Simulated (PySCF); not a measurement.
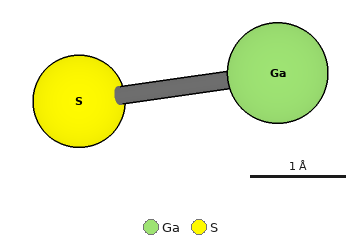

*The structure (ball-and-stick view, seen at a tilt). Sticks mark near contacts.*

Bond lengths as drawn: Ga–S 2.40 Å.

Single-point calculation of GaS (charge +1) (part 1 of 2)

The run: single-point calculation of GaS, charge +1, multiplicity 3. Method and program: UHF/pcseg-1, mp2 (PySCF 2.14.0).

The run did not end well.

### Input file
```python
from pyscf import gto, scf, mp

mol = gto.M(
    atom='Ga 0 0 0; S 0 0 2.405',
    basis='pcseg-1',
    charge=1,
    spin=2,
    symmetry=True,
    verbose=4,
)
mf = scf.UHF(mol)
mf.kernel()
mp.MP2(mf).kernel()
mf.dip_moment()
print('orbital energies (hartree):', [e[max(0, n-3):n+3].round(4) for e, n in zip(mf.mo_energy, mol.nelec)])
```

Launch command:
```bash
OMP_NUM_THREADS=1 python input.py
```

### Log
```
PySCF version 2.14.0

[INPUT] verbose = 4
[INPUT] num. atoms = 2
[INPUT] num. electrons = 46
[INPUT] charge = 1
[INPUT] spin (= nelec alpha-beta = 2S) = 2
[INPUT] symmetry True subgroup None
[INPUT] Mole.unit = angstrom
[INPUT] Symbol           X                Y                Z      unit          X                Y                Z       unit  Magmom
[INPUT]  1 Ga     0.000000000000   0.000000000000   0.000000000000 AA    0.000000000000   0.000000000000   0.000000000000 Bohr   0.0
[INPUT]  2 S      0.000000000000   0.000000000000   2.405000000000 AA    0.000000000000   0.000000000000   4.544791329579 Bohr   0.0

nuclear repulsion = 109.13592374899
point group symmetry = Coov
symmetry origin: [0.         0.         1.54716301]
symmetry axis x: [1. 0. 0.]
symmetry axis y: [0. 1. 0.]
symmetry axis z: [0. 0. 1.]
num. orbitals of irrep A1 = 19
num. orbitals of irrep E1x = 10
num. orbitals of irrep E1y = 10
num. orbitals of irrep E2x = 3
num. orbitals of irrep E2y = 3
number of shells = 6
number of NR pGTOs = 126
number of NR cGTOs = 45
basis = pcseg-1
ecp = {}

******** <class 'pyscf.scf.uhf_symm.SymAdaptedUHF'> ********
method = SymAdaptedUHF
initial guess = minao
damping factor = 0
level_shift factor = 0
DIIS = <class 'pyscf.scf.diis.CDIIS'>
diis_start_cycle = 1
diis_space = 8
diis_damp = 0
SCF conv_tol = 1e-09
SCF conv_tol_grad = None
SCF max_cycles = 50
direct_scf = True
direct_scf_tol = 1e-13
number electrons alpha = 24  beta = 22
Freeze 0 electrons in irreps []
    46 free electrons in irreps A1 E1x E1y E2x E2y
Set gradient conv threshold to 3.16228e-05
init E= -2319.65881989953
alpha HOMO (A1) = -0.230966885342623  LUMO (E1x) = 0.0209007612714995
beta  HOMO (E1x) = -0.30532676057854  LUMO (E1x) = -0.30532676057854

WARN: HOMO -0.230966885342623 >= LUMO -0.30532676057854

WARN: alpha-A1 HOMO -0.230966885342623 > system LUMO -0.30532676057854

WARN: alpha-E1x HOMO -0.30532676057854 > system LUMO -0.30532676057854

WARN: alpha-E1y HOMO -0.30532676057854 > system LUMO -0.30532676057854

WARN: beta-A1 LUMO -0.230966885342623 < system HOMO -0.230966885342623

WARN: beta-E1x HOMO -0.30532676057854 > system LUMO -0.30532676057854

WARN: beta-E1y LUMO -0.30532676057854 < system HOMO -0.230966885342623

cycle= 1 E= -2320.16659338993  delta_E= -0.508  |g|= 0.178  |ddm|= 1.28
alpha HOMO (E1x) = -0.630599691962542  LUMO (E1x) = -0.23294084928812
beta  HOMO (E1x) = -0.593600830225726  LUMO (E1x) = -0.593600830225726

WARN: HOMO -0.593600830225726 >= LUMO -0.593600830225726

WARN: beta-E1x HOMO -0.593600830225726 > system LUMO -0.593600830225726

WARN: beta-E1y LUMO -0.593600830225726 < system HOMO -0.593600830225726

cycle= 2 E= -2320.20444816127  delta_E= -0.0379  |g|= 0.069  |ddm|= 0.568
alpha HOMO (A1) = -0.620831968696281  LUMO (E1x) = -0.194664699523282
beta  HOMO (E1x) = -0.591656427662649  LUMO (E1x) = -0.591656427662649

WARN: HOMO -0.591656427662649 >= LUMO -0.591656427662649

WARN: beta-E1x HOMO -0.591656427662649 > system LUMO -0.591656427662649

WARN: beta-E1y LUMO -0.591656427662649 < system HOMO -0.591656427662649

cycle= 3 E= -2320.2092689926  delta_E= -0.00482  |g|= 0.0379  |ddm|= 0.106
alpha HOMO (A1) = -0.622625759331243  LUMO (E1x) = -0.187035098443935
beta  HOMO (E1x) = -0.585298876733813  LUMO (E1x) = -0.585298876733813

WARN: HOMO -0.585298876733813 >= LUMO -0.585298876733813

WARN: beta-E1x HOMO -0.585298876733813 > system LUMO -0.585298876733813

WARN: beta-E1y LUMO -0.585298876733813 < system HOMO -0.585298876733813

cycle= 4 E= -2320.21126159854  delta_E= -0.00199  |g|= 0.0273  |ddm|= 0.101
alpha HOMO (A1) = -0.626632896001839  LUMO (E1x) = -0.184372673163569
beta  HOMO (E1x) = -0.589040611907999  LUMO (E1x) = -0.589040611907999

WARN: HOMO -0.589040611907999 >= LUMO -0.589040611907999

WARN: beta-E1x HOMO -0.589040611907999 > system LUMO -0.589040611907999

WARN: beta-E1y LUMO -0.589040611907999 < system HOMO -0.589040611907999

cycle= 5 E= -2320.21184001403  delta_E= -0.000578  |g|= 0.0241  |ddm|= 0.0572
alpha HOMO (A1) = -0.627187485710388  LUMO (E1x) = -0.184610417455619
beta  HOMO (E1x) = -0.587237703658216  LUMO (E1x) = -0.587237703658216

WARN: HOMO -0.587237703658216 >= LUMO -0.587237703658216

WARN: beta-E1x HOMO -0.587237703658216 > system LUMO -0.587237703658216

WARN: beta-E1y LUMO -0.587237703658216 < system HOMO -0.587237703658216

cycle= 6 E= -2320.21190966899  delta_E= -6.97e-05  |g|= 0.0236  |ddm|= 0.0191
alpha HOMO (A1) = -0.62705916302002  LUMO (E1x) = -0.184029781446205
beta  HOMO (E1x) = -0.587600370548424  LUMO (E1x) = -0.587600370548424

WARN: HOMO -0.587600370548424 >= LUMO -0.587600370548424

WARN: beta-E1x HOMO -0.587600370548424 > system LUMO -0.587600370548424

WARN: beta-E1y LUMO -0.587600370548424 < system HOMO -0.587600370548424

cycle= 7 E= -2320.2119589078  delta_E= -4.92e-05  |g|= 0.0233  |ddm|= 0.0142
alpha HOMO (A1) = -0.626073553069596  LUMO (E1x) = -0.183102427186968
beta  HOMO (E1x) = -0.587561137725411  LUMO (E1x) = -0.587561137725411

WARN: HOMO -0.587561137725411 >= LUMO -0.587561137725411

WARN: beta-E1x HOMO -0.587561137725411 > system LUMO -0.587561137725411

WARN: beta-E1y LUMO -0.587561137725411 < system HOMO -0.587561137725411

cycle= 8 E= -2320.21199353659  delta_E= -3.46e-05  |g|= 0.0231  |ddm|= 0.0265
alpha HOMO (A1) = -0.625940881408899  LUMO (E1x) = -0.182992895018615
beta  HOMO (E1x) = -0.587664912096253  LUMO (E1x) = -0.587664912096253

WARN: HOMO -0.587664912096253 >= LUMO -0.587664912096253

WARN: beta-E1x HOMO -0.587664912096253 > system LUMO -0.587664912096253

WARN: beta-E1y LUMO -0.587664912096253 < system HOMO -0.587664912096253

cycle= 9 E= -2320.21199228221  delta_E= 1.25e-06  |g|= 0.0231  |ddm|= 0.00353
alpha HOMO (A1) = -0.625928600927496  LUMO (E1x) = -0.182832845108651
beta  HOMO (E1x) = -0.587448292192615  LUMO (E1x) = -0.587448292192615

WARN: HOMO -0.587448292192615 >= LUMO -0.587448292192615

WARN: beta-E1x HOMO -0.587448292192615 > system LUMO -0.587448292192615

WARN: beta-E1y LUMO -0.587448292192615 < system HOMO -0.587448292192615

cycle= 10 E= -2320.21199607658  delta_E= -3.79e-06  |g|= 0.0231  |ddm|= 0.00362
alpha HOMO (A1) = -0.626363497046299  LUMO (E1x) = -0.183278067110365
beta  HOMO (E1x) = -0.586846668014427  LUMO (E1x) = -0.586846668014427

WARN: HOMO -0.586846668014427 >= LUMO -0.586846668014427

WARN: beta-E1x HOMO -0.586846668014427 > system LUMO -0.586846668014427

WARN: beta-E1y LUMO -0.586846668014427 < system HOMO -0.586846668014427

cycle= 11 E= -2320.21200097038  delta_E= -4.89e-06  |g|= 0.023  |ddm|= 0.00884
alpha HOMO (A1) = -0.626563893189662  LUMO (E1x) = -0.183360280819719
beta  HOMO (E1x) = -0.586172079942063  LUMO (E1x) = -0.586172079942063

WARN: HOMO -0.586172079942063 >= LUMO -0.586172079942063

WARN: beta-E1x HOMO -0.586172079942063 > system LUMO -0.586172079942063

WARN: beta-E1y LUMO -0.586172079942063 < system HOMO -0.586172079942063

cycle= 12 E= -2320.21200267954  delta_E= -1.71e-06  |g|= 0.023  |ddm|= 0.00712
alpha HOMO (A1) = -0.626725962962355  LUMO (E1x) = -0.183487531421192
beta  HOMO (E1x) = -0.585960932790556  LUMO (E1x) = -0.585960932790556

WARN: HOMO -0.585960932790556 >= LUMO -0.585960932790556

WARN: beta-E1x HOMO -0.585960932790556 > system LUMO -0.585960932790556

WARN: beta-E1y LUMO -0.585960932790556 < system HOMO -0.585960932790556

cycle= 13 E= -2320.2120060517  delta_E= -3.37e-06  |g|= 0.0229  |ddm|= 0.0028
alpha HOMO (A1) = -0.626324473720212  LUMO (E1x) = -0.182872050818274
beta  HOMO (E1x) = -0.585818217181079  LUMO (E1x) = -0.585818217181079

WARN: HOMO -0.585818217181079 >= LUMO -0.585818217181079

WARN: beta-E1x HOMO -0.585818217181079 > system LUMO -0.585818217181079

WARN: beta-E1y LUMO -0.585818217181079 < system HOMO -0.585818217181079

cycle= 14 E= -2320.21203240342  delta_E= -2.64e-05  |g|= 0.0227  |ddm|= 0.00649
alpha HOMO (A1) = -0.626170568578701  LUMO (E1x) = -0.182976412744667
beta  HOMO (E1x) = -0.5853283328093  LUMO (E1x) = -0.5853283328093

WARN: HOMO -0.5853283328093 >= LUMO -0.5853283328093

WARN: beta-E1x HOMO -0.5853283328093 > system LUMO -0.5853283328093

WARN: beta-E1y LUMO -0.5853283328093 < system HOMO -0.5853283328093

cycle= 15 E= -2320.21203744143  delta_E= -5.04e-06  |g|= 0.0227  |ddm|= 0.00256
alpha HOMO (A1) = -0.625743865902654  LUMO (E1x) = -0.182946239057361
beta  HOMO (E1x) = -0.586261431355102  LUMO (E1x) = -0.586261431355102

WARN: HOMO -0.586261431355102 >= LUMO -0.586261431355102

WARN: beta-E1x HOMO -0.586261431355102 > system LUMO -0.586261431355102

WARN: beta-E1y LUMO -0.586261431355102 < system HOMO -0.586261431355102

cycle= 16 E= -2320.21205547793  delta_E= -1.8e-05  |g|= 0.0226  |ddm|= 0.00681
alpha HOMO (A1) = -0.62582309987754  LUMO (E1x) = -0.183765947685924
beta  HOMO (E1x) = -0.585684775613546  LUMO (E1x) = -0.585684775613546

WARN: HOMO -0.585684775613546 >= LUMO -0.585684775613546

WARN: beta-E1x HOMO -0.585684775613546 > system LUMO -0.585684775613546

WARN: beta-E1y LUMO -0.585684775613546 < system HOMO -0.585684775613546

cycle= 17 E= -2320.2120494678  delta_E= 6.01e-06  |g|= 0.0226  |ddm|= 0.0131
alpha HOMO (A1) = -0.625432930387787  LUMO (E1x) = -0.183423133544621
beta  HOMO (E1x) = -0.586112548045957  LUMO (E1x) = -0.586112548045957

WARN: HOMO -0.586112548045957 >= LUMO -0.586112548045957

WARN: beta-E1x HOMO -0.586112548045957 > system LUMO -0.586112548045957

WARN: beta-E1y LUMO -0.586112548045957 < system HOMO -0.586112548045957

cycle= 18 E= -2320.21205607793  delta_E= -6.61e-06  |g|= 0.0226  |ddm|= 0.0136
alpha HOMO (A1) = -0.625628451245459  LUMO (E1x) = -0.183410847668439
beta  HOMO (E1x) = -0.585706926853341  LUMO (E1x) = -0.585706926853341

WARN: HOMO -0.585706926853341 >= LUMO -0.585706926853341

WARN: beta-E1x HOMO -0.585706926853341 > system LUMO -0.585706926853341

WARN: beta-E1y LUMO -0.585706926853341 < system HOMO -0.585706926853341

cycle= 19 E= -2320.21205198059  delta_E= 4.1e-06  |g|= 0.0226  |ddm|= 0.00949
alpha HOMO (A1) = -0.625494647031447  LUMO (E1x) = -0.183232933024228
beta  HOMO (E1x) = -0.585995638435819  LUMO (E1x) = -0.585995638435819

WARN: HOMO -0.585995638435819 >= LUMO -0.585995638435819

WARN: beta-E1x HOMO -0.585995638435819 > system LUMO -0.585995638435819

WARN: beta-E1y LUMO -0.585995638435819 < system HOMO -0.585995638435819

cycle= 20 E= -2320.21205701122  delta_E= -5.03e-06  |g|= 0.0226  |ddm|= 0.00528
alpha HOMO (A1) = -0.625392387373412  LUMO (E1x) = -0.183144423373932
beta  HOMO (E1x) = -0.586378031364121  LUMO (E1x) = -0.586378031364121

WARN: HOMO -0.586378031364121 >= LUMO -0.586378031364121

WARN: beta-E1x HOMO -0.586378031364121 > system LUMO -0.586378031364121

WARN: beta-E1y LUMO -0.586378031364121 < system HOMO -0.586378031364121

cycle= 21 E= -2320.21205734843  delta_E= -3.37e-07  |g|= 0.0226  |ddm|= 0.00458
alpha HOMO (A1) = -0.625669493983394  LUMO (E1x) = -0.183263925841448
beta  HOMO (E1x) = -0.58582804539177  LUMO (E1x) = -0.58582804539177

WARN: HOMO -0.58582804539177 >= LUMO -0.58582804539177

WARN: beta-E1x HOMO -0.58582804539177 > system LUMO -0.58582804539177

WARN: beta-E1y LUMO -0.58582804539177 < system HOMO -0.58582804539177

cycle= 22 E= -2320.21206390792  delta_E= -6.56e-06  |g|= 0.0225  |ddm|= 0.00631
alpha HOMO (A1) = -0.625526269447137  LUMO (E1x) = -0.182960587376098
beta  HOMO (E1x) = -0.585570438346538  LUMO (E1x) = -0.585570438346538

WARN: HOMO -0.585570438346538 >= LUMO -0.585570438346538

WARN: beta-E1x HOMO -0.585570438346538 > system LUMO -0.585570438346538

WARN: beta-E1y LUMO -0.585570438346538 < system HOMO -0.585570438346538

cycle= 23 E= -2320.21207025251  delta_E= -6.34e-06  |g|= 0.0224  |ddm|= 0.00353
alpha HOMO (A1) = -0.625678824442897  LUMO (E1x) = -0.182997916034161
beta  HOMO (E1x) = -0.585203554922493  LUMO (E1x) = -0.585203554922493

WARN: HOMO -0.585203554922493 >= LUMO -0.585203554922493

WARN: beta-E1x HOMO -0.585203554922493 > system LUMO -0.585203554922493

WARN: beta-E1y LUMO -0.585203554922493 < system HOMO -0.585203554922493

cycle= 24 E= -2320.21206864568  delta_E= 1.61e-06  |g|= 0.0223  |ddm|= 0.00527
alpha HOMO (A1) = -0.626001299165025  LUMO (E1x) = -0.183119947010449
beta  HOMO (E1x) = -0.584613884179968  LUMO (E1x) = -0.584613884179968

WARN: HOMO -0.584613884179968 >= LUMO -0.584613884179968

WARN: beta-E1x HOMO -0.584613884179968 > system LUMO -0.584613884179968

WARN: beta-E1y LUMO -0.584613884179968 < system HOMO -0.584613884179968

cycle= 25 E= -2320.21205659535  delta_E= 1.21e-05  |g|= 0.0224  |ddm|= 0.00474
alpha HOMO (A1) = -0.62599856048495  LUMO (E1x) = -0.183143035412083
beta  HOMO (E1x) = -0.584620974372183  LUMO (E1x) = -0.584620974372183

WARN: HOMO -0.584620974372183 >= LUMO -0.584620974372183

WARN: beta-E1x HOMO -0.584620974372183 > system LUMO -0.584620974372183

WARN: beta-E1y LUMO -0.584620974372183 < system HOMO -0.584620974372183

cycle= 26 E= -2320.21205648772  delta_E= 1.08e-07  |g|= 0.0224  |ddm|= 0.000369
alpha HOMO (A1) = -0.625832074383898  LUMO (E1x) = -0.183178809205933
beta  HOMO (E1x) = -0.584804338434203  LUMO (E1x) = -0.584804338434203

WARN: HOMO -0.584804338434203 >= LUMO -0.584804338434203

WARN: beta-E1x HOMO -0.584804338434203 > system LUMO -0.584804338434203
```
